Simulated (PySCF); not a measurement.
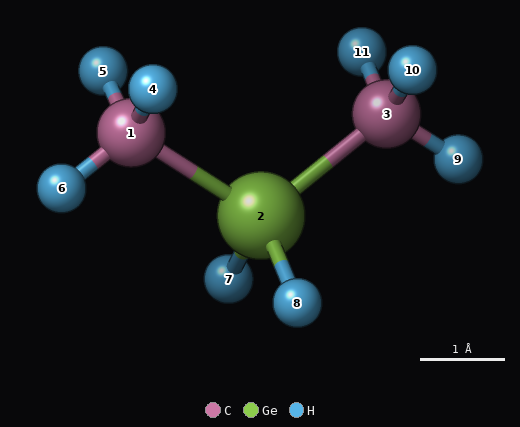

*The input geometry (ball-and-stick view, seen at a tilt; atoms are numbered from 1 in the order of the input). Sticks mark near contacts.*

Bond lengths as drawn: C–Ge 1.97 Å, C–H 1.09 Å and Ge–H 1.51 Å.

**C₂H₈Ge: geometry relaxation**

The run: geometry relaxation of C₂H₈Ge, SMILES [CH3][GeH2][CH3]. Method and program: PBE0-D3(BJ)/def2-SVPD geometry optimisation, gas phase (PySCF 2.14.0).

## Output
```
step   0  E = -2157.35583304  max force = 0.016247
step   1  E = -2157.35755752  max force = 0.003680
step   2  E = -2157.35764367  max force = 0.000474
step   3  E = -2157.35764503  max force = 0.000134
optimisation converged
```

## Trajectory as extended XYZ (Å, eV, eV/Å), 4 frames, from step=0 to step=3
```
11
Properties=species:S:1:pos:R:3:forces:R:3 step=0 energy=-58704.64236
C     1.6393    0.1384    0.2243   -0.5431  -0.1959  -0.1049
Ge   -0.0790   -0.7474   -0.1443    0.0884   0.8355   0.1560
C    -1.5671    0.5395   -0.0933    0.4820  -0.3232   0.0001
H     1.8365    0.9113   -0.5143    0.0499   0.2961  -0.3023
H     1.6219    0.6077    1.2048   -0.0290   0.1714   0.3863
H     2.4644   -0.5676    0.2017    0.2807  -0.3313  -0.0200
H    -0.3144   -1.8469    0.8568   -0.1110  -0.4398   0.5536
H    -0.0323   -1.4234   -1.4889    0.0418  -0.2171  -0.6768
H    -2.5190    0.0551   -0.2918   -0.3398  -0.2512  -0.0864
H    -1.4227    1.3186   -0.8378    0.0798   0.2862  -0.2933
H    -1.6274    1.0145    0.8828    0.0003   0.1693   0.3877
11
Properties=species:S:1:pos:R:3:forces:R:3 step=1 energy=-58704.68928
C     1.6206    0.1385    0.2208    0.0806   0.0155   0.0147
Ge   -0.0786   -0.7536   -0.1422   -0.0204  -0.1892  -0.0365
C    -1.5466    0.5335   -0.0852   -0.0752   0.0352  -0.0042
H     1.8169    0.9201   -0.5281   -0.0211  -0.0234   0.0100
H     1.6049    0.6133    1.2130   -0.0149  -0.0177  -0.0224
H     2.4568   -0.5754    0.1968   -0.0352   0.0127  -0.0024
H    -0.3202   -1.8687    0.9143    0.0296   0.1324  -0.1235
H    -0.0267   -1.4263   -1.5432   -0.0070   0.0800   0.1645
H    -2.5110    0.0445   -0.2859    0.0364   0.0037   0.0048
H    -1.4003    1.3224   -0.8379    0.0110  -0.0269   0.0140
H    -1.6054    1.0123    0.9036    0.0161  -0.0221  -0.0189
11
Properties=species:S:1:pos:R:3:forces:R:3 step=2 energy=-58704.69162
C     1.6224    0.1373    0.2207    0.0244   0.0121   0.0058
Ge   -0.0785   -0.7521   -0.1419   -0.0014  -0.0126  -0.0025
C    -1.5487    0.5328   -0.0855   -0.0216   0.0177  -0.0002
H     1.8170    0.9177   -0.5287   -0.0047  -0.0023   0.0000
H     1.6057    0.6109    1.2126   -0.0036  -0.0022  -0.0022
H     2.4558   -0.5783    0.1957   -0.0076  -0.0039  -0.0022
H    -0.3180   -1.8591    0.9070   -0.0001   0.0010   0.0055
H    -0.0274   -1.4200   -1.5326    0.0005   0.0024  -0.0045
H    -2.5107    0.0415   -0.2862    0.0066  -0.0056  -0.0002
H    -1.4013    1.3203   -0.8383    0.0035  -0.0033   0.0014
H    -1.6060    1.0099    0.9032    0.0040  -0.0032  -0.0009
11
Properties=species:S:1:pos:R:3:forces:R:3 step=3 energy=-58704.69166
C     1.6233    0.1373    0.2206    0.0069   0.0044   0.0017
Ge   -0.0785   -0.7518   -0.1418   -0.0002  -0.0019  -0.0004
C    -1.5495    0.5331   -0.0854   -0.0060   0.0059   0.0000
H     1.8175    0.9176   -0.5290   -0.0016  -0.0007  -0.0006
H     1.6067    0.6106    1.2126   -0.0012  -0.0011  -0.0003
H     2.4554   -0.5794    0.1950   -0.0026  -0.0026  -0.0013
H    -0.3177   -1.8583    0.9077   -0.0001   0.0005   0.0032
H    -0.0275   -1.4190   -1.5329    0.0003   0.0011  -0.0025
H    -2.5106    0.0404   -0.2862    0.0020  -0.0031  -0.0003
H    -1.4020    1.3204   -0.8383    0.0013  -0.0011   0.0001
H    -1.6066    1.0098    0.9034    0.0012  -0.0013   0.0003
```

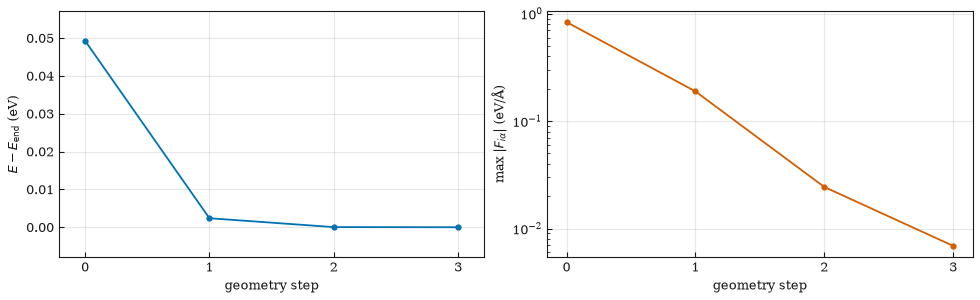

*Progress of the relaxation, step by step (steps are counted from 0).*

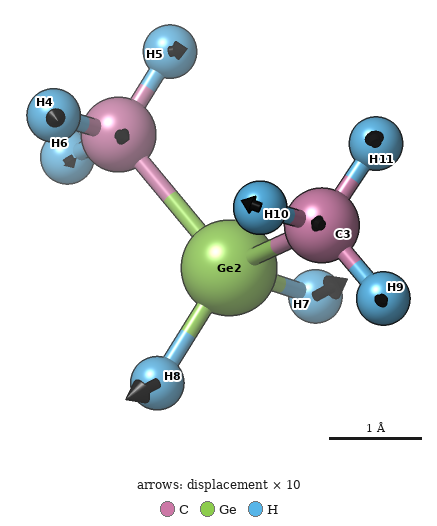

*The starting structure with the displacements as black arrows, magnified 10 times (ball-and-stick view, seen at a tilt). The two geometries are laid on each other by the best rigid fit.*

Over 3 geometry steps the energy falls by 0.049 eV. The largest force component goes from 0.84 to 0.0069 eV/Å. H7 moves most after the best rigid fit: 0.049 Å. By element the largest moves are H 0.049 Å, C 0.018 Å, Ge 0.001 Å. Distances before and after: Ge2–H7 1.505 → 1.544 Å, C1–Ge2 1.968 → 1.954 Å, C1–H4 1.087 → 1.099 Å. Among the angles that change: H7–Ge2–H8 105.7° → 107.9°. (Atoms are counted from 1 in the order of the input.)

The run was set up as follows.

## Input file
```
{"job": {"xc": "PBE0", "basis": "def2-SVPD", "d3": "d3bj", "grid": 2, "kind": "geom"}, "charge": 0, "multiplicity": 1}
C      1.639249     0.138443     0.224312
Ge    -0.079021    -0.747445    -0.144342
C     -1.567100     0.539517    -0.093257
H      1.836492     0.911339    -0.514263
H      1.621864     0.607736     1.204800
H      2.464383    -0.567640     0.201711
H     -0.314442    -1.846854     0.856754
H     -0.032336    -1.423392    -1.488893
H     -2.519011     0.055145    -0.291785
H     -1.422676     1.318621    -0.837832
H     -1.627401     1.014531     0.882793
```

The first line tells a small driver script what to run in PySCF; the rest is the geometry in Å.

Run as:
```bash
OMP_NUM_THREADS=1 python <driver script> task.json out
```

## Summary

- outcome: converged
- total energy: −2157.357645 hartree
- dipole moment: 0.69 D
- point group: C2v
- hardware: 1 CPU thread, shared host
- wall time: 52 s
- peak memory: 0.58 GiB
